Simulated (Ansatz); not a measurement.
Partial pair distribution functions of a relaxed model of amorphous Ti10Al12O38, broadened by 0.06 Å; density 3.29 g/cm³. Calculation: PBE, scalar-relativistic without spin-orbit coupling (plane waves to 420 eV, PAW; Ansatz, a program for electronic structure).

Preparation: random packing, a CHGNet melt and quench, and a DFT relaxation. O atoms were pushed apart under 1.9 Å during the dynamics, to hinder bonds among them. The hot cell started wider than the set density and was brought back towards it in steps. It is the lowest in DFT energy of 2 quenches. It is a model cell: composition and starting density were chosen by hand, and all elements were melted together. No dispersion term was used. Its density started from a set value of 3.31 and ended at 3.29 g/cm³. The simulated quench (nominally 140 K/ps over its main leg) is rapid and tends to freeze in more defects than a deposited or slowly cooled glass has. Values belong to this one cell and scatter from quench to quench. The volume was free in the relaxation, at fixed shape. Stress components on the final sampling reach 1.6 GPa.

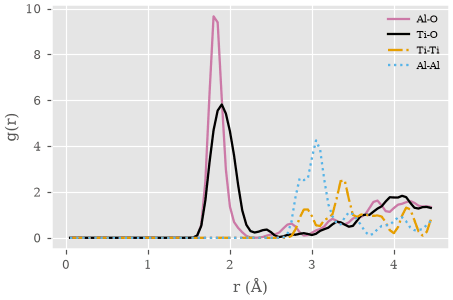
*Partial pair distribution functions*

Highest peaks under 4.5 Å: Al-O near 1.80 Å, Ti-O near 1.90 Å, Ti-Ti near 3.40 Å, Al-Al near 3.05 Å; pairs of few atoms are noisy.

Within 2.26 Å each Al has 4.58 O neighbours on average.
